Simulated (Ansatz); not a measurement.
CH4AlF: geometry relaxation

CH4AlF, computed with RKS PBE0-D4/def2-TZVP (Ansatz 0.2.0).

Figures and captions count atoms from 1; the log counts them from 0 in places.

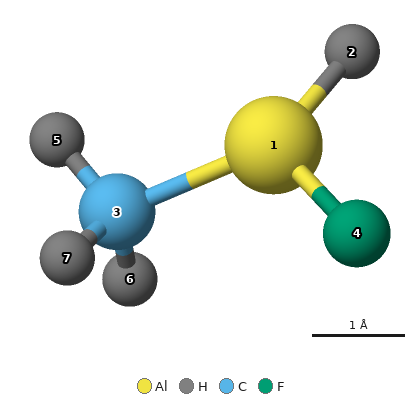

Fig. 1: The structure as given in the input (ball-and-stick view, seen at a tilt; atoms are numbered from 1 in the order of the input). Sticks mark near contacts. Bond lengths as drawn: Al–C 1.95 Å, Al–F 1.69 Å, Al–H 1.60 Å and C–H 1.09 Å.

The input
```yaml
crystal:
  periodic: [false, false, false]
  atoms:
    - {symbol: Al, position_ang: [-0.623693, 0.331132, -0.012543]}
    - {symbol: H, position_ang: [-0.902328, 1.896753, -0.158259]}
    - {symbol: C, position_ang: [0.376479, -0.416399, 1.481279]}
    - {symbol: F, position_ang: [-1.787494, -0.662937, -0.718975]}
    - {symbol: H, position_ang: [1.298769, 0.142479, 1.670082]}
    - {symbol: H, position_ang: [-0.207805, -0.384193, 2.406613]}
    - {symbol: H, position_ang: [0.650702, -1.461982, 1.311649]}
basis:
  gaussian: {orbitals: def2-TZVP}
hamiltonian: {xc: pbe0, dispersion: d4}
relax: {f_tol: 0.005, max_steps: 200}
```

Command:
```bash
ansatz run in.yaml --threads 4 --pin off --events-out ev --progress --plain --max-ram 9574MiB
```

The program's output
```
Functional definition: PBE0
  name "PBE0"
  cite "Adamo & Barone, J. Chem. Phys. 110, 6158 (1999) doi:10.1063/1.478522"
  cite "Perdew, Burke & Ernzerhof, Phys. Rev. Lett. 77, 3865 (1996) doi:10.1103/PhysRevLett.77.3865"
  parent pbe
  parameter a = 0.25
  parameter kappa = 0.804
  parameter beta = 0.06672455060314922
  exchange = (1 - a)*pbe_x(kappa = kappa, mu = beta*pi^2/3) + a*exact_x
  correlation = pbe_c(beta = beta)
791 factors; their error is unknown
mean field evaluation 1: about -10405.1407 eV, gradient 6.2e1 eV
mean field evaluation 2: about -10398.6102 eV, gradient 8.4e1 eV
mean field evaluation 4: about -10412.6139 eV, gradient 4.5e0 eV
mean field evaluation 8: about -10412.6732 eV, gradient 3.2e-2 eV
mean field -10412.67315219 eV, -382.6586803795 hartree, gradient 6.8e-5 eV, S^2 0.000000; 0 other end points of the search recorded, 0 dependent functions left out
the calculation of the forces begins
reference -10412.67318206 eV, -382.6586814773 hartree; 16, 16 occupied and 107, 107 virtual orbitals, 791 factors
relax step   1: F+E_penalty+E_count = -10412.74324467 eV  Δ(F+E_penalty+E_count) = +0.000e0 eV  max|allowed force component| = 1.321e0 eV/Å  Δτ_max = 0.0000 Å  (23 SCF iters, accepted)
these checks for a lower state are left out or cut short: starts, cluster_reference, orbital_swaps, neighbouring_geometries, increment
791 factors; their error is unknown
mean field evaluation 16: about -10412.7692 eV, gradient 2.7e-1 eV
mean field -10412.78842809 eV, -382.6629166907 hartree, gradient 2.5e-5 eV, S^2 0.000000; 0 other end points of the search recorded, 0 dependent functions left out
the calculation of the forces begins
reference -10412.78845780 eV, -382.6629177825 hartree; 16, 16 occupied and 107, 107 virtual orbitals, 791 factors
relax step   2: F+E_penalty+E_count = -10412.85816690 eV  Δ(F+E_penalty+E_count) = -1.149e-1 eV  max|allowed force component| = 6.733e-1 eV/Å  Δτ_max = 0.1948 Å  (32 SCF iters, accepted)
these checks for a lower state are left out or cut short: starts, cluster_reference, orbital_swaps, neighbouring_geometries, increment
791 factors; their error is unknown
mean field -10412.80509746 eV, -382.6635292788 hartree, gradient 2.5e-5 eV, S^2 0.000000; 0 other end points of the search recorded, 0 dependent functions left out
the calculation of the forces begins
reference -10412.80512721 eV, -382.6635303720 hartree; 16, 16 occupied and 107, 107 virtual orbitals, 791 factors
relax step   3: F+E_penalty+E_count = -10412.87492338 eV  Δ(F+E_penalty+E_count) = -1.676e-2 eV  max|allowed force component| = 5.393e-1 eV/Å  Δτ_max = 0.0287 Å  (27 SCF iters, accepted)
these checks for a lower state are left out or cut short: starts, cluster_reference, orbital_swaps, neighbouring_geometries, increment
791 factors; their error is unknown
mean field evaluation 32: about -10412.8225 eV, gradient 2.0e-1 eV
mean field -10412.82255782 eV, -382.6641709352 hartree, gradient 2.5e-5 eV, S^2 0.000000; 0 other end points of the search recorded, 0 dependent functions left out
the calculation of the forces begins
reference -10412.82258759 eV, -382.6641720294 hartree; 16, 16 occupied and 107, 107 virtual orbitals, 791 factors
relax step   4: F+E_penalty+E_count = -10412.89259258 eV  Δ(F+E_penalty+E_count) = -1.767e-2 eV  max|allowed force component| = 1.557e-1 eV/Å  Δτ_max = 0.0260 Å  (27 SCF iters, accepted)
these checks for a lower state are left out or cut short: starts, cluster_reference, orbital_swaps, neighbouring_geometries, increment
791 factors; their error is unknown
mean field -10412.82379406 eV, -382.6642163661 hartree, gradient 2.5e-5 eV, S^2 0.000000; 0 other end points of the search recorded, 0 dependent functions left out
the calculation of the forces begins
reference -10412.82382382 eV, -382.6642174597 hartree; 16, 16 occupied and 107, 107 virtual orbitals, 791 factors
relax step   5: F+E_penalty+E_count = -10412.89385770 eV  Δ(F+E_penalty+E_count) = -1.265e-3 eV  max|allowed force component| = 8.959e-2 eV/Å  Δτ_max = 0.0173 Å  (27 SCF iters, accepted)
these checks for a lower state are left out or cut short: starts, cluster_reference, orbital_swaps, neighbouring_geometries, increment
791 factors; their error is unknown
mean field -10412.82465139 eV, -382.6642478726 hartree, gradient 2.5e-5 eV, S^2 0.000000; 0 other end points of the search recorded, 0 dependent functions left out
the calculation of the forces begins
reference -10412.82468113 eV, -382.6642489653 hartree; 16, 16 occupied and 107, 107 virtual orbitals, 791 factors
relax step   6: F+E_penalty+E_count = -10412.89468989 eV  Δ(F+E_penalty+E_count) = -8.322e-4 eV  max|allowed force component| = 1.501e-2 eV/Å  Δτ_max = 0.0233 Å  (27 SCF iters, accepted)
these checks for a lower state are left out or cut short: starts, cluster_reference, orbital_swaps, neighbouring_geometries, increment
791 factors; their error is unknown
mean field -10412.82468461 eV, -382.6642490932 hartree, gradient 1.4e-5 eV, S^2 0.000000; 0 other end points of the search recorded, 0 dependent functions left out
the calculation of the forces begins
reference -10412.82471434 eV, -382.6642501858 hartree; 16, 16 occupied and 107, 107 virtual orbitals, 791 factors
relax step   7: F+E_penalty+E_count = -10412.89473773 eV  Δ(F+E_penalty+E_count) = -4.784e-5 eV  max|allowed force component| = 4.041e-3 eV/Å  Δτ_max = 0.0026 Å  (22 SCF iters, accepted)
791 factors; their error is unknown
mean field evaluation 64: about -10412.8054 eV, gradient 4.3e-2 eV
```

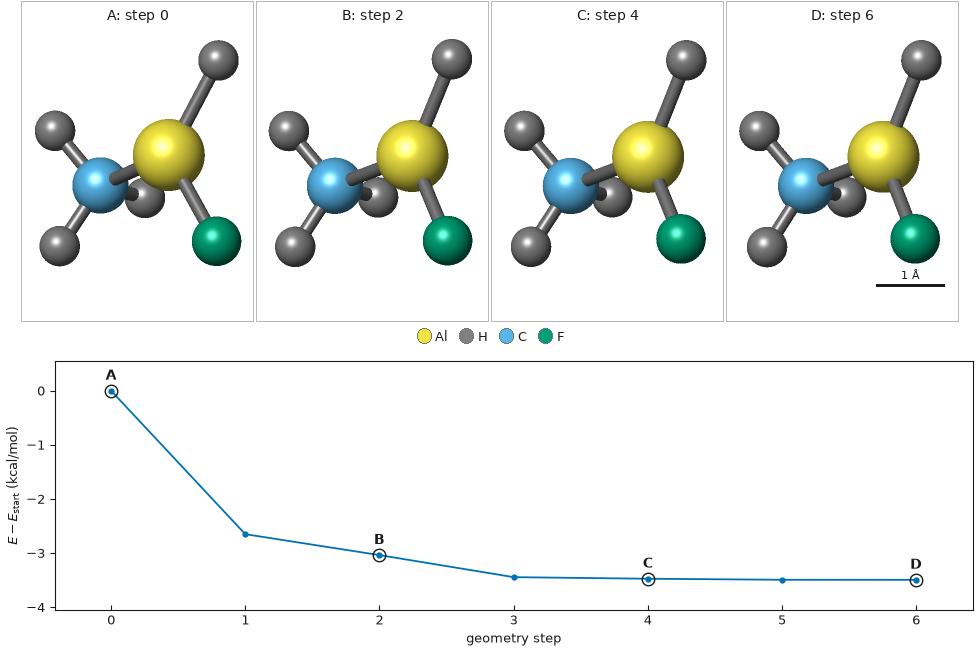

Fig. 2: Frames of the relaxation (ball-and-stick view, seen at an oblique angle) above the curves, on which the letters mark them (the first geometry is step 0 here and step 1 in the log).

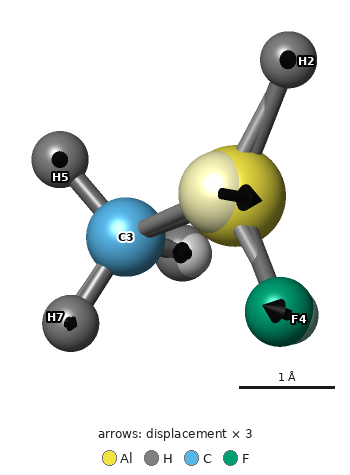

Fig. 3: Start (faint) and end (solid) with the displacements as black arrows, magnified 3 times (ball-and-stick view, seen at an oblique angle). The two geometries are laid on each other by the best rigid fit. Over 6 geometry steps the energy falls by 3.49 kcal/mol. Largest force component: 1.3 eV/Å at the start, 0.004 eV/Å at the end. Al1 moves most after the best rigid fit: 0.19 Å. Largest moves by element: Al 0.19 Å, F 0.12 Å, H 0.09 Å, C 0.02 Å. Among the contacts that change: Al1–F4 1.686 → 1.654 Å, Al1–H2 1.597 → 1.580 Å, Al1–C3 1.947 → 1.938 Å. Among the angles that change: H2–Al1–C3 122.4° → 125.9°. (Atoms are counted from 1 in the order of the input.)

```
mean field -10412.82468461 eV, -382.6642490932 hartree, gradient 1.7e-5 eV, S^2 0.000000; 1 other end points of the search recorded, 0 dependent functions left out
the calculation of the forces begins
reference -10412.82471434 eV, -382.6642501858 hartree; 16, 16 occupied and 107, 107 virtual orbitals, 791 factors
Total energy: -10412.89476746 eV, -382.6668245907 hartree
Atom 0 at    -0.754768     0.351977     0.119320 Å, force     0.000739    -0.004041     0.001539 eV/Å
Atom 1 at    -0.879629     1.889496    -0.220261 Å, force     0.000200     0.003883    -0.000102 eV/Å
Atom 2 at     0.367258    -0.419740     1.497776 Å, force    -0.000549    -0.003454     0.000220 eV/Å
Atom 3 at    -1.693932    -0.658697    -0.793205 Å, force    -0.000902    -0.000321    -0.001426 eV/Å
Atom 4 at     1.300275     0.137656     1.618424 Å, force     0.001924     0.003159    -0.000868 eV/Å
Atom 5 at    -0.145407    -0.391131     2.465721 Å, force    -0.001306     0.001446     0.001312 eV/Å
Atom 6 at     0.610833    -1.464709     1.292071 Å, force    -0.000107    -0.000674    -0.000675 eV/Å
Dipole moment:     0.250971     0.094134     0.268332 e Å
```

Trajectory as extended XYZ (Å, eV, eV/Å), 7 frames, from step=1 to step=7
```
7
Properties=species:S:1:pos:R:3:forces:R:3 step=1 energy=-10412.74324
Al   -0.6237    0.3311   -0.0125   -1.3214  -0.1772   0.6604
H    -0.9023    1.8968   -0.1583    0.2696  -0.1949  -0.3147
C     0.3765   -0.4164    1.4813    0.4621  -0.1318  -0.3559
F    -1.7875   -0.6629   -0.7190    0.7581   0.4277   0.0587
H     1.2988    0.1425    1.6701   -0.0121  -0.0220   0.0228
H    -0.2078   -0.3842    2.4066   -0.1570   0.0830  -0.1163
H     0.6507   -1.4620    1.3116    0.0008   0.0152   0.0450
7
Properties=species:S:1:pos:R:3:forces:R:3 step=2 energy=-10412.85817
Al   -0.7560    0.3625    0.1269   -0.3801  -0.5075  -0.6477
H    -0.8763    1.9188   -0.2314   -0.0048  -0.2927   0.0952
C     0.3905   -0.4284    1.4892   -0.0771   0.0981  -0.1360
F    -1.7372   -0.6776   -0.7865    0.5855   0.6733   0.5873
H     1.3158    0.1327    1.6536   -0.0904   0.0262  -0.0184
H    -0.1824   -0.3885    2.4210    0.0604  -0.0558   0.1613
H     0.6502   -1.4748    1.3071   -0.0934   0.0585  -0.0417
7
Properties=species:S:1:pos:R:3:forces:R:3 step=3 energy=-10412.87492
Al   -0.7363    0.3571    0.1067   -0.4814  -0.4441  -0.3641
H    -0.8813    1.9078   -0.2172    0.0319  -0.1634   0.0063
C     0.3836   -0.4243    1.4907   -0.0027   0.0463  -0.1173
F    -1.7351   -0.6729   -0.7826    0.5272   0.5393   0.4309
H     1.3110    0.1347    1.6470   -0.0497   0.0127  -0.0048
H    -0.1764   -0.3872    2.4314    0.0262  -0.0228   0.0674
H     0.6391   -1.4705    1.3039   -0.0514   0.0319  -0.0185
7
Properties=species:S:1:pos:R:3:forces:R:3 step=4 energy=-10412.89259
Al   -0.7485    0.3443    0.1088    0.0259   0.0528   0.0415
H    -0.8742    1.8884   -0.2113    0.0032  -0.0296  -0.0139
C     0.3805   -0.4222    1.4865   -0.1557   0.0208   0.0737
F    -1.7166   -0.6548   -0.7849    0.0080  -0.0148  -0.0083
H     1.3003    0.1470    1.6367    0.0498  -0.0177  -0.0464
H    -0.1611   -0.3879    2.4408    0.0089  -0.0023  -0.0148
H     0.6243   -1.4699    1.3031    0.0599  -0.0092  -0.0318
7
Properties=species:S:1:pos:R:3:forces:R:3 step=5 energy=-10412.89386
Al   -0.7499    0.3494    0.1148   -0.0147  -0.0079  -0.0007
H    -0.8765    1.8889   -0.2149    0.0055   0.0037  -0.0094
C     0.3695   -0.4217    1.4944    0.0896  -0.0200  -0.0625
F    -1.7056   -0.6561   -0.7862    0.0052   0.0005  -0.0085
H     1.3014    0.1381    1.6220   -0.0486   0.0180   0.0217
H    -0.1613   -0.3879    2.4512    0.0177  -0.0113   0.0574
H     0.6271   -1.4659    1.2985   -0.0546   0.0171   0.0021
7
Properties=species:S:1:pos:R:3:forces:R:3 step=6 energy=-10412.89469
Al   -0.7544    0.3513    0.1200   -0.0077   0.0149  -0.0064
H    -0.8804    1.8888   -0.2227    0.0043  -0.0041   0.0050
C     0.3678   -0.4191    1.4994   -0.0080  -0.0150  -0.0148
F    -1.6947   -0.6575   -0.7937    0.0059  -0.0039   0.0064
H     1.3012    0.1375    1.6196    0.0005   0.0044   0.0015
H    -0.1451   -0.3925    2.4673    0.0024   0.0014  -0.0001
H     0.6102   -1.4638    1.2900    0.0024   0.0024   0.0085
7
Properties=species:S:1:pos:R:3:forces:R:3 step=7 energy=-10412.89474
Al   -0.7548    0.3520    0.1193    0.0007  -0.0040   0.0015
H    -0.8796    1.8895   -0.2203    0.0002   0.0039  -0.0001
C     0.3673   -0.4197    1.4978   -0.0005  -0.0035   0.0002
F    -1.6939   -0.6587   -0.7932   -0.0009  -0.0003  -0.0014
H     1.3003    0.1377    1.6184    0.0019   0.0032  -0.0009
H    -0.1454   -0.3911    2.4657   -0.0013   0.0014   0.0013
H     0.6108   -1.4647    1.2921   -0.0001  -0.0007  -0.0007
```

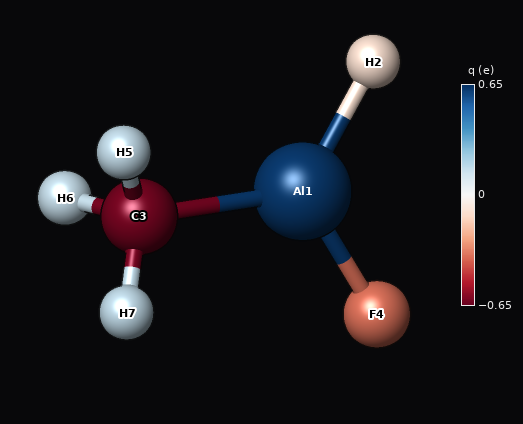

Fig. 4: Mulliken charges, as the colour of each atom (ball-and-stick view, seen at a tilt; atoms are numbered from 1 in the order of the input). By element: Al +0.62, H −0.10 to +0.15, C −0.61 and F −0.35 e.

Summary

```json
{"quantity": "outcome", "value": "converged"}
{"quantity": "total energy", "value": "−10412.8948 eV"}
{"quantity": "mean-field energy", "value": "−10412.8247 eV"}
{"quantity": "dispersion energy", "value": "−0.0701 eV"}
{"quantity": "SCF solution under orbital rotations", "value": "stable"}
{"quantity": "largest force (length of the vector) at the end", "value": "0.004 eV/Å"}
{"quantity": "dipole moment", "value": "1.82 D"}
{"quantity": "hardware", "value": "4 threads of Arm Neoverse V2, 23 GiB of memory available, shared host"}
{"quantity": "wall time", "value": "7 s (CPU time 23 s)"}
{"quantity": "peak memory", "value": "0.45 GiB"}
```
